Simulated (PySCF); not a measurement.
# AsH2 (Arsenic Dihydride Radical): the cost of one run

Computed with PySCF 2.14.0 and routines of our own; the level stands in each step. Atoms count from 0.

## 1. The starting structure

3 atoms, charge 0, multiplicity 2; geometry from: GFN2-xTB.

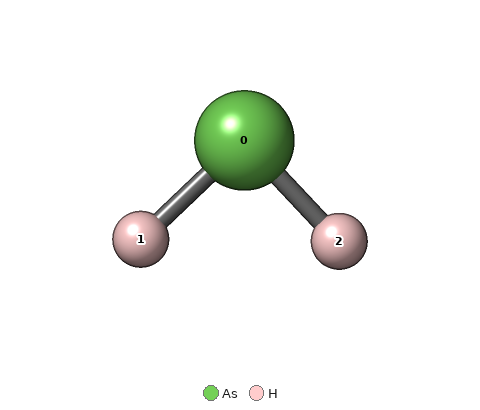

The starting geometry (arsenic green, hydrogen pink).

## 2. Optimising the geometry at PBE0-D3(BJ)/def2-SVP

The job: settings as JSON, then the geometry in Å.

```
{"job": {"xc": "PBE0", "basis": "def2-SVP", "d3": "d3bj", "grid": 1, "maxiter": 30, "shake": 0.01, "kind": "geom"}, "charge": 0, "multiplicity": 2}
As     0.008760     0.690180     0.001520
H     -1.046100    -0.386260    -0.013190
H      1.043350    -0.338860    -0.007520
```

Started as:

```console
$ OMP_NUM_THREADS=1 python heavy_run.py task.json out
```

The driver reads the jobs from task.json and runs them one after another.

Q: Estimate the wall time and peak memory of this first job on 1 thread of Intel Xeon 6975P-C, shared host.

About 2.2 s, with a peak of 0.27 GiB.
